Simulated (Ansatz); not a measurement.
**CH₂AlO (doublet): density, localisation and related maps**

Input file:

```
basis:
  gaussian:
    orbitals: def2-TZVPD
crystal:
  periodic: [false, false, false]
  atoms:
    - {symbol: C, position_ang: [-2.801846, 0.936825, 1.053245]}
    - {symbol: Al, position_ang: [0.116931, 1.186627, 0.244004]}
    - {symbol: O, position_ang: [-1.533421, 1.045341, 0.701681]}
    - {symbol: H, position_ang: [-3.064582, 0.988941, 2.113744]}
    - {symbol: H, position_ang: [-3.558668, 0.805761, 0.274503]}
magnetization:
  spin_polarized: true
  initial_magnetization: 1
hamiltonian:
  xc: {name: PBE0}
output:
  forces: true
  orbitals: {seedname: orbitals}
```

Command:

```sh
ansatz run input.yaml --threads 1 --pin off --max-ram 2610MiB --events-out events.jsonl --progress --plain --runs-dir runs
```

Geometry: PBE0-D3(BJ)/def2-SVP.

Level of theory: isolated molecule in a Gaussian basis; Kohn-Sham density functional theory, functional PBE0 (Ansatz).

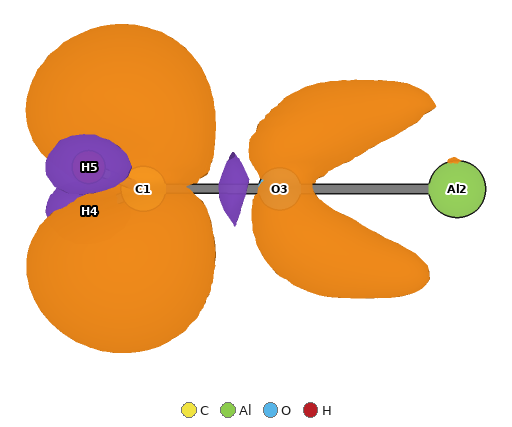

Figure 1. Isosurfaces of the spin density at +0.02 (orange) and −0.02 e/Å³ (purple), seen from one side.

Where is the unpaired spin?

The unpaired spin (1 electron) lies mostly on C1 (about 0.7), O3 (about 0.1) and Al2 (about 0.1), in electrons by Hirshfeld's partition.

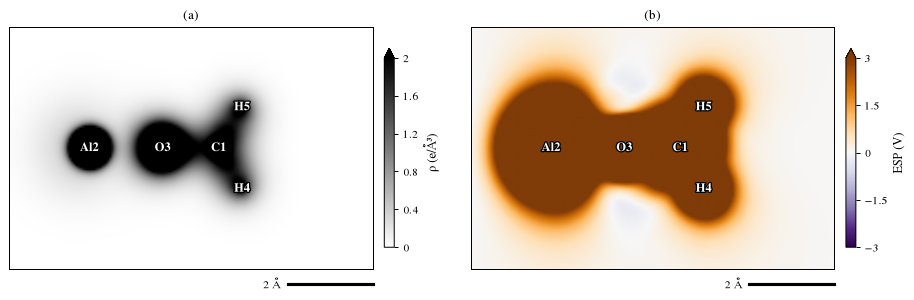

Figure 2. (a) total electron density; (b) molecular electrostatic potential on the molecular plane.

What does the map show?

- Atoms in the plane: C, Al, O and H.
- C–O (1.32 Å): ρ is about 2.5 e/Å³ halfway.
- Al–O (1.72 Å): ρ at the midpoint is about 0.76 e/Å³.
- C–H (1.09 Å): the density is about 2 e/Å³ at the midpoint.
- The potential has no marked negative region in this plane.

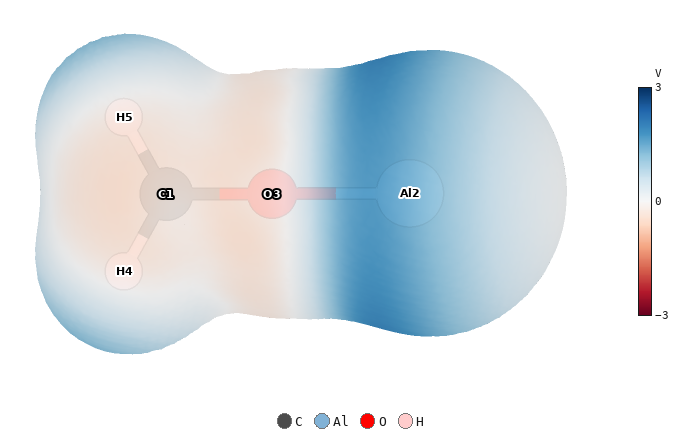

Figure 3. The electrostatic potential painted on the density surface at 0.004 e/bohr³, seen across its widest extent; the colour scale runs from red (negative) to blue (positive).

Where is the surface potential most negative and most positive?

The most negative region (about −0.4 V, or −9 kcal/mol for a unit charge) lies over C1 and O3, the most positive (about +2.0 V, or +46 kcal/mol for a unit charge) over Al2.

What dipole moment does the calculation give?

Its dipole moment is 0.04 D.

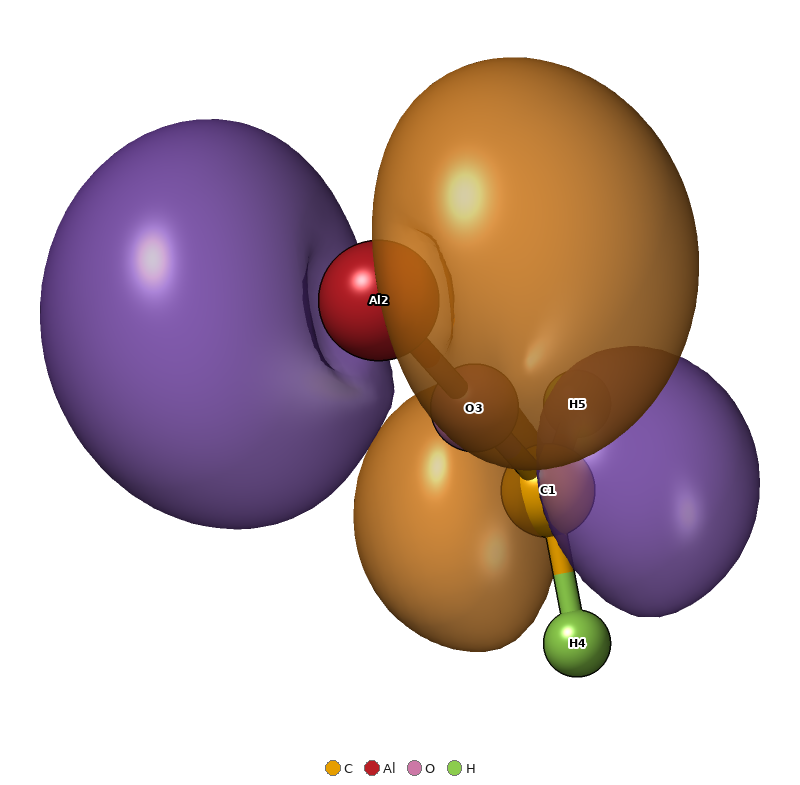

Figure 4. One frontier orbital at ±0.1 Å⁻³ᐟ² (orange and purple are the two phases), seen at an oblique angle.

Which orbital is it: HOMO (β) or LUMO (β)?

The LUMO (β), at −1.37 eV. By Hirshfeld shares it lies mainly on Al2 (about 70 %) and C1 (about 20 %); it changes sign across the molecular plane (π type).
